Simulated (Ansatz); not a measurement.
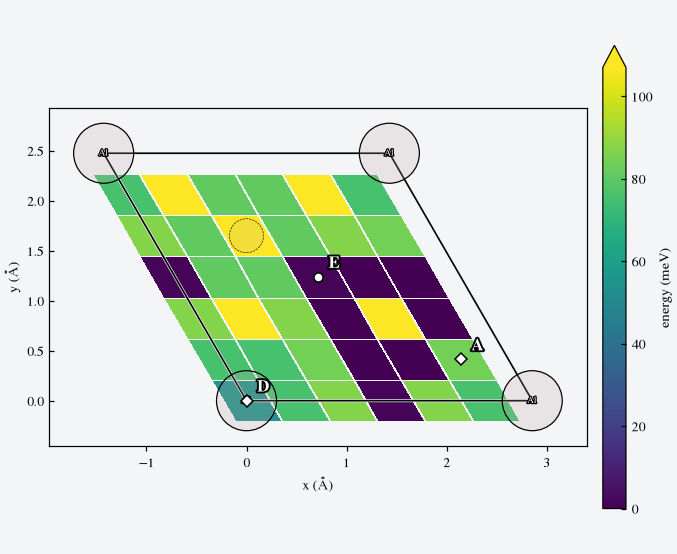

H on an Al(111) slab cut from the Fm-3m phase, its upper half relaxed before the scan (12 atoms of substrate and one adsorbate in a 2 × 2 cell). 
- H is moved over the surface cell; relaxed at each place: the height of the adsorbate's atoms; substrate rigid; the origin of the map has the adsorbate above Al9.
- Places are given modulo a cell vector. The map is drawn in real space over the plane of the surface.
- Grid: 6 × 6 points; 10 points were computed and 26 follow by symmetry.
- Places are given in fractions of the 1 × 1 surface cell.
- Energies are in meV, from the lowest grid point.
- At some places the adsorbate sinks to or below the level of the top layer.
- Theory: DFT PBE, scalar-relativistic, plane waves, PAW (Ansatz). Settings: cutoff 420 eV, k-mesh 6×6×1, gaussian smearing 0.1 eV, no spin polarisation.

Drawn: one coloured cell a grid point, labelled circles for the atoms of the top layer and small ones for the second layer, the outline of one cell of the plane, one colour for all values above the top of the scale, lettered points.

Rank the lettered points by energy, lowest first.

Answer. E (1.1 meV), D (55 meV), A (84 meV).

PAW datasets: the set soft_1.
